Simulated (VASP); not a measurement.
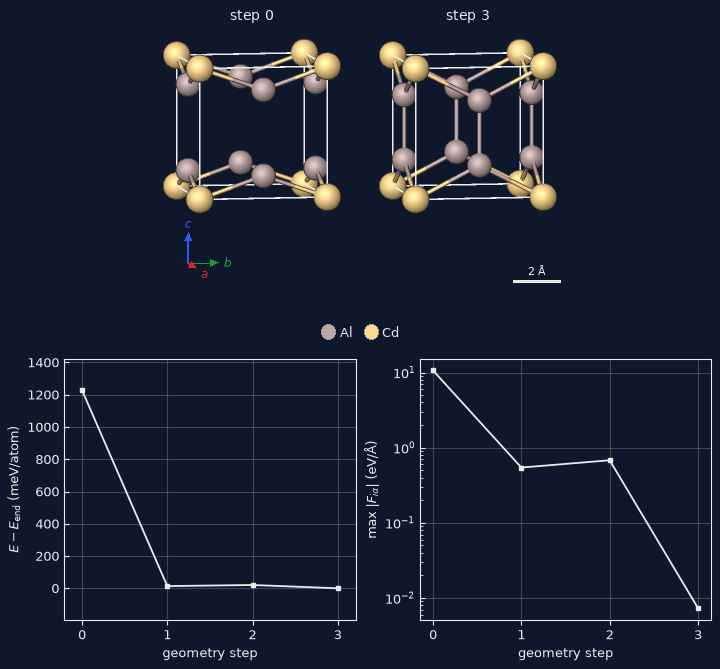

First and last geometry of a relaxation of solid Al$_{4}$Cd (a generated structure, set up in P4/mmm), with the history of the run. Style: ball-and-stick. Shown: the cell of the calculation, slightly off an axis.

The run lets the atoms move in a fixed cell.

Method: Kohn-Sham DFT of a periodic cell, RPBE, VASP PAW PBE potentials, recommended in VASP 6.6.1.

Input file:
```
  PREC = Accurate
  ENCUT = 520
  EDIFF = 1E-6
  ISMEAR = 1
  SIGMA = 0.2
  LREAL = F
  LASPH = T
  NELM = 100
  ALGO = Fast
  ISIF = 2
  LWAVE = F
  LCHARG = F
  GGA = RP
  IBRION = 2
  NSW = 40
  EDIFFG = -0.01
```

Launched with:
```bash
cat potpaw_PBE.64/Al/POTCAR potpaw_PBE.64/Cd/POTCAR > POTCAR
mpirun -np 1 vasp_std > vasp.out
```

Question: Did the run converge, and what did it change?

Answer: It converged. After 3 geometry steps the energy has fallen by 1227 meV per atom. Largest force component: 11 eV/Å at the start, 0.0073 eV/Å at the end. The largest moves, 0.45 Å, are those of Al atoms. Cd stays in place. The cell stays as it was. Near-neighbour distances that change, for instance: Al–Al 3.685 → 2.781 Å, Al–Al 1.923 → 2.827 Å, Al–Cd 2.923 → 3.101 Å. Bond angles that change, for instance: Cd–Al–Cd 141.6° → 125.8°, Al–Al–Cd 70.8° → 62.9°. The space group stays P4/mmm (No. 123).

```
step  E − E(0), meV/atom  largest force component, eV/Å
   0                0.00                        10.6622
   1            -1213.86                         0.5447
   2            -1206.98                         0.6810
   3            -1227.45                         0.0073
```
